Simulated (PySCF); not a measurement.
# Run report: C8H11P, NMR shielding calculation

C8H11P, computed with GIAO PBE0/pcSseg-1 NMR shielding, non-relativistic, gas phase (PySCF 2.14.0).

The geometry comes from this level: PBE0-D3(BJ)/def2-SVP. It belongs to a series of runs on one base structure; here: cPr replaced by iPr. Figures and captions count atoms from 1; the log counts them from 0 in places.

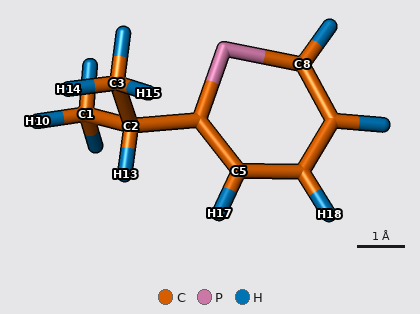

Fig. 1: The input geometry (stick view, seen at a tilt; atoms are numbered from 1 in the order of the input). Bond lengths as drawn: C–C 1.39 to 1.53 Å, C–H 1.09 to 1.10 Å and C–P 1.73 to 1.76 Å.

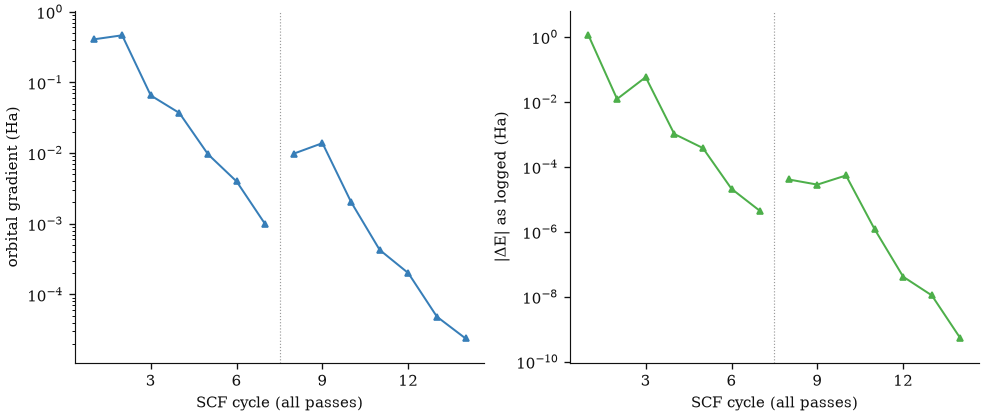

Fig. 2: Convergence of the self-consistent field: orbital gradient and size of the energy change against the SCF cycle. The dotted line marks the change from a coarse to the final integration grid. The first 7 cycles use a coarse grid, the final grid takes over at cycle 8, and the field converges after 14 cycles in all.

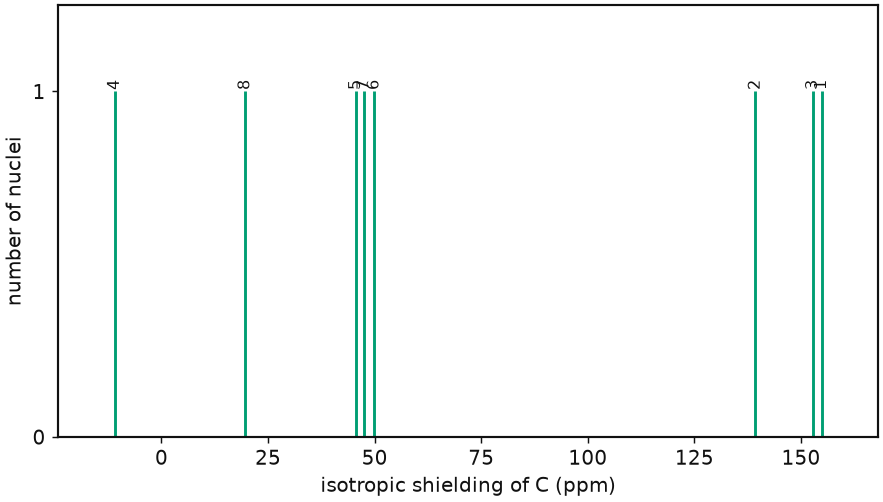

Fig. 3: Isotropic shieldings of the carbon nuclei in this fixed geometry, labelled by atom number; shielding grows to the right, so chemical shift grows to the left. The least shielded is C4 (−11.0 ppm), the most shielded C1 (154.9 ppm).

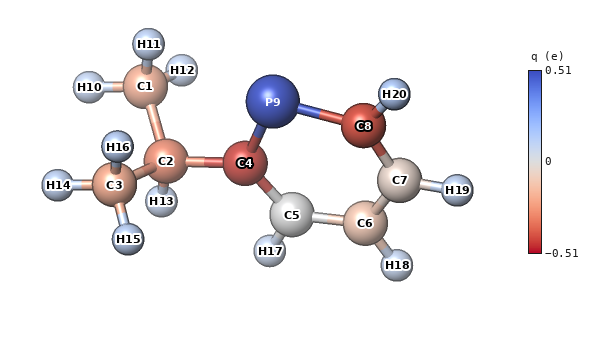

Fig. 4: Mulliken charges, as the colour of each atom (ball-and-stick view, seen at a tilt; atoms are numbered from 1 in the order of the input). By element: C −0.44 to 0.00, P +0.48 and H +0.10 to +0.14 e.

The input that produced these results follows, with the program's output.

The input:
```
{"job": {"kind": "nmr", "xc": "PBE0", "basis": "pcSseg-1"}, "charge": 0, "multiplicity": 1}
C     -1.806444     1.461534     0.405650
C     -1.247681     0.091872     0.021406
C     -1.888355    -1.022211     0.850411
C      0.268233     0.045823     0.115958
C      1.005926    -0.287143    -1.018853
C      2.398184    -0.380495    -1.068320
C      3.210061    -0.145408     0.038592
C      2.693727     0.202314     1.283280
P      1.014936     0.398451     1.664979
H     -2.899039     1.487518     0.270911
H     -1.592264     1.693623     1.461377
H     -1.364360     2.259813    -0.209112
H     -1.501677    -0.089534    -1.038117
H     -2.984006    -1.012605     0.738429
H     -1.518525    -2.011624     0.542398
H     -1.655796    -0.895839     1.920162
H      0.449817    -0.490352    -1.942145
H      2.867408    -0.649688    -2.018102
H      4.294524    -0.238050    -0.078704
H      3.398287     0.371832     2.105000
```

The first line tells a small driver script what to run in PySCF; the rest is the geometry in Å.

Run as:
```bash
OMP_NUM_THREADS=1 python <driver script> task.json out
```

Log:
```
coarse grid: 17136 points
cycle   1  E = -652.1550521793  dE =  1.116e+00  |g| = 4.057e-01  |ddm| = 4.248e+00
cycle   2  E = -652.1428709295  dE =  1.218e-02  |g| = 4.632e-01  |ddm| = 8.890e-01
cycle   3  E = -652.2002774018  dE = -5.741e-02  |g| = 6.528e-02  |ddm| = 5.649e-01
cycle   4  E = -652.2012967676  dE = -1.019e-03  |g| = 3.686e-02  |ddm| = 1.533e-01
cycle   5  E = -652.2016730985  dE = -3.763e-04  |g| = 9.617e-03  |ddm| = 4.738e-02
cycle   6  E = -652.2016939487  dE = -2.085e-05  |g| = 3.965e-03  |ddm| = 1.257e-02
cycle   7  E = -652.2016982629  dE = -4.314e-06  |g| = 9.838e-04  |ddm| = 5.010e-03
final grid: 160688 points
cycle   8  E = -652.2572868476  dE = -4.051e-05  |g| = 9.817e-03  |ddm| = 4.533e-02
cycle   9  E = -652.2572586800  dE =  2.817e-05  |g| = 1.382e-02  |ddm| = 2.563e-02
cycle  10  E = -652.2573126221  dE = -5.394e-05  |g| = 2.031e-03  |ddm| = 1.802e-02
cycle  11  E = -652.2573138161  dE = -1.194e-06  |g| = 4.261e-04  |ddm| = 2.745e-03
cycle  12  E = -652.2573138570  dE = -4.091e-08  |g| = 2.002e-04  |ddm| = 6.251e-04
cycle  13  E = -652.2573138679  dE = -1.090e-08  |g| = 4.842e-05  |ddm| = 2.666e-04
cycle  14  E = -652.2573138684  dE = -5.168e-10  |g| = 2.385e-05  |ddm| = 7.147e-05
converged SCF energy = -652.2573138684

GIAO shielding tensors (ppm)
atom      isotropic    diamagn.    paramagn.     s11        s22        s33       span
  0 C      154.872     246.922     -92.050    136.618    149.442    178.557     41.939
  1 C      139.316     243.367    -104.051    124.638    134.083    159.228     34.590
  2 C      152.769     246.976     -94.207    134.019    145.714    178.572     44.553
  3 C      -10.973     266.199    -277.172   -167.407    -36.273    170.761    338.169
  4 C       45.597     254.398    -208.801    -60.744     45.862    151.672    212.415
  5 C       49.924     255.062    -205.139    -53.961     32.206    171.525    225.486
  6 C       47.570     254.011    -206.442    -64.515     31.021    176.202    240.717
  7 C       19.631     265.451    -245.820   -147.972     27.108    179.758    327.730
  8 P       83.666     969.924    -886.257   -209.640    -54.191    514.830    724.470
  9 H       29.918      29.129       0.789     25.942     27.051     36.759     10.817
 10 H       29.527      30.062      -0.534     25.182     29.378     34.021      8.839
 11 H       29.866      30.057      -0.191     26.137     27.939     35.522      9.385
 12 H       28.598      33.519      -4.921     24.966     27.157     33.671      8.705
 13 H       29.882      29.230       0.652     26.081     26.736     36.830     10.749
 14 H       29.867      30.208      -0.341     25.920     28.279     35.402      9.482
 15 H       29.775      30.117      -0.342     25.654     29.579     34.091      8.437
 16 H       23.545      33.609     -10.063     19.633     22.419     28.584      8.951
 17 H       23.766      29.949      -6.183     20.011     24.458     26.829      6.818
 18 H       23.438      27.973      -4.534     19.496     24.428     26.391      6.895
 19 H       22.284      29.507      -7.223     19.686     20.302     26.865      7.179
```

Key numbers:

```json
{"quantity": "outcome", "value": "converged"}
{"quantity": "total energy", "value": "−652.257314 hartree"}
{"quantity": "HOMO", "value": "−6.94 eV"}
{"quantity": "LUMO", "value": "−1.43 eV"}
{"quantity": "dipole moment", "value": "1.47 D"}
{"quantity": "isotropic shielding, C", "value": "−11.0 to 154.9 ppm"}
{"quantity": "isotropic shielding, P", "value": "83.7 ppm"}
{"quantity": "isotropic shielding, H", "value": "22.3 to 29.9 ppm"}
{"quantity": "hardware", "value": "1 CPU thread, shared host"}
{"quantity": "wall time", "value": "39 s"}
{"quantity": "peak memory", "value": "1 GiB"}
```
